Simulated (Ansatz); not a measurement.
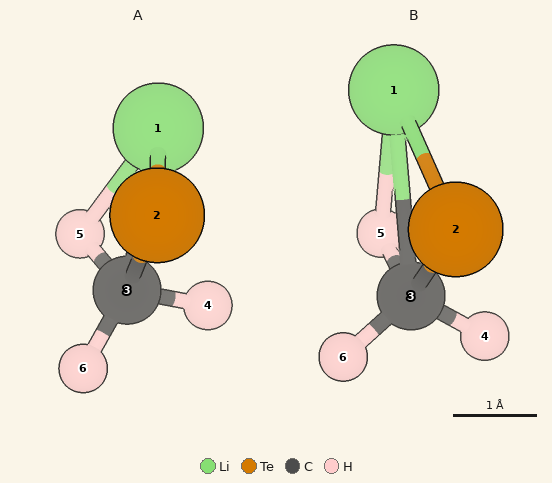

Two geometries of CH₃LiTe, drawn at one scale. One is the start of a relaxation, the other its converged end. Style: ball-and-stick. Shown from a free direction.

These are results of RKS PBE-D4/def2-SVP (Ansatz 0.2.0), not measurements. Settings: force threshold 0.03 eV/Å; at most 250 steps.

Q: Which one is relaxed?

A: Structure B is the relaxed one. It is one of the separated reactants of a reaction. The energy falls by 198.7 kJ/mol in 7 geometry steps. Largest force component: 6.2 eV/Å at the start, 0.019 eV/Å at the end. The largest move after the best rigid fit is that of Li1, 0.67 Å. Largest moves by element: Li 0.67 Å, H 0.37 Å, Te 0.33 Å, C 0.12 Å. Among the contacts that change: Li1–Te2 1.854 → 2.429 Å, Li1–C3 2.030 → 2.526 Å, Li1–H5 1.898 → 2.094 Å, Te2–C3 2.170 → 2.236 Å. Among the angles between lasting bonds that change: Li1–C3–H4 94.6° → 124.4°, Li1–C3–H6 154.6° → 125.1°, Te2–Li1–C3 67.7° → 53.6°. Groups turn about Te2–C3 by about 35°.
